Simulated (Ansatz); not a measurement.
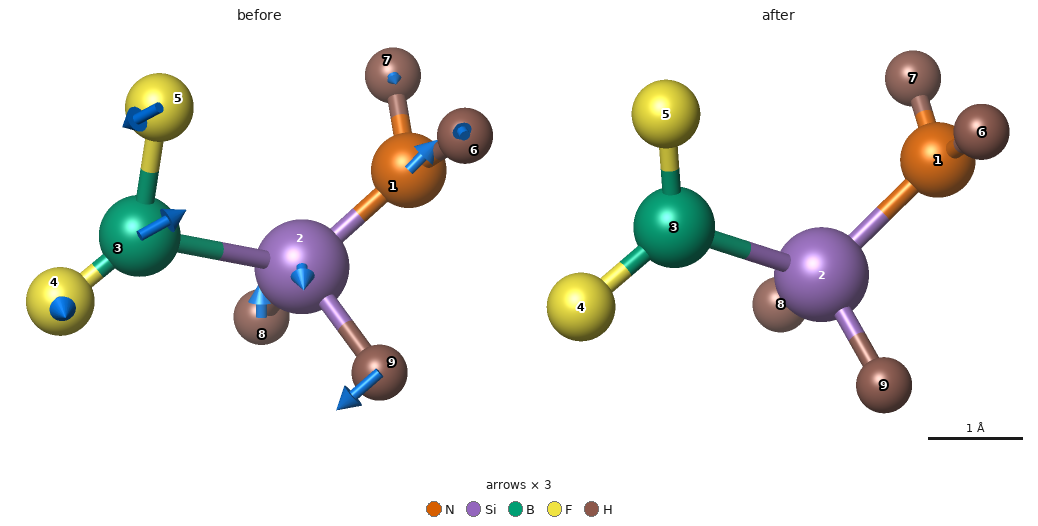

The structure of BSiNH4F2 before (left) and after (right) a relaxation, at one scale. The blue arrows give the displacements, magnified 3 times.

The picture is a ball-and-stick view, seen from a free direction.

All numbers below come from RKS rPW86-PBE/STO-3G in Ansatz.

Input file:
```yaml
crystal:
  periodic: [false, false, false]
  atoms:
    - {symbol: N, position_ang: [0.658662, 0.368919, 1.351351]}
    - {symbol: Si, position_ang: [0.382055, -0.519744, 0.118113]}
    - {symbol: B, position_ang: [-0.760522, 0.229349, -1.574698]}
    - {symbol: F, position_ang: [-0.942873, -0.369307, -2.485218]}
    - {symbol: F, position_ang: [-1.114137, 1.691399, -1.236111]}
    - {symbol: H, position_ang: [-0.210484, 0.882189, 1.992599]}
    - {symbol: H, position_ang: [1.408425, 1.255793, 1.269494]}
    - {symbol: H, position_ang: [1.566145, -1.289052, -0.371468]}
    - {symbol: H, position_ang: [-0.501480, -1.559736, 0.850476]}
basis:
  gaussian: {orbitals: STO-3G, final_grid: {core_spheres: 5, valence_spheres: 4, degree: 11}}
hamiltonian: {xc: {name: rPW86-PBE}}
relax: {f_tol: 0.0001, max_steps: 3}
output: {forces: true}
```

Run as
```bash
ansatz run in.yaml --threads 2 --pin off --events-out ev --progress --plain --max-ram 4352MiB
```

Describe what moved and what it gained.

The relaxation stopped without meeting its thresholds, so the last structure isn't shown to be converged. The input was poor on purpose: steps. After 2 geometry steps the energy has fallen by 465.8 kJ/mol. Largest force component: 22 eV/Å at the start, 1.1 eV/Å at the end. The largest move after the best rigid fit is that of H9, 0.21 Å. Largest moves by element: H 0.21 Å, F 0.20 Å, B 0.20 Å, N 0.16 Å, Si 0.11 Å. Among the contacts that change: B3–F4 1.105 → 1.335 Å, N1–Si2 1.545 → 1.757 Å, B3–F5 1.542 → 1.347 Å, Si2–B3 2.175 → 2.013 Å. Among the angles between lasting bonds that change: Si2–B3–F5 106.0° → 121.6°, F4–B3–F5 131.1° → 117.0°, N1–Si2–H9 96.4° → 105.6°. The run took 0.9 s on 2 threads of AMD EPYC 9R45 96-Core, with other jobs on the host.

Limits of the set-up: STO-3G is a minimal basis, so the numbers are rough.
